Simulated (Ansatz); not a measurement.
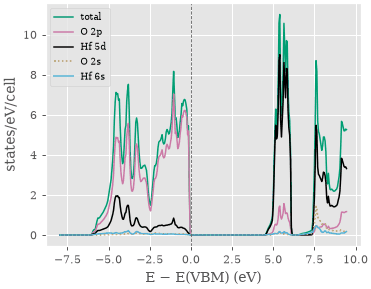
*Total and projected density of states of HfO$_{2}$ in space group P4_2/nmc (No. 137; Hf on 2a, O on 4d), LDA in the plane-wave PAW code Ansatz*

**Question.** Which orbitals carry the states next to the gap?

**Answer.** Top 1 eV of the valence band: O 2p 91 %, Hf 5d 6 %. Bottom 1 eV of the conduction band: Hf 5d 84 %, O 2p 11 %. Projections are on Löwdin-orthogonalised atomic valence shells; empty p or d shells of many metals are not among them.

**Question.** Where is the tallest occupied peak in this window, and what makes it?

**Answer.** Near -1.0 eV, about 8.2 states/eV per cell; the largest projected share is O 2p.

This is a known high-temperature phase of the composition, computed here at zero pressure and temperature. Symmetry was held in the LDA relaxation; its stability against distortions is not shown here. No spin polarisation was allowed. Scalar-relativistic: spin–orbit coupling is off unless named, which matters more the heavier the elements.

Potentials: the earlier of the program's two PAW sets. The files were generated under PBE; for other functionals the program regenerates the frozen cores, and for LDA and PBEsol the local potential too.
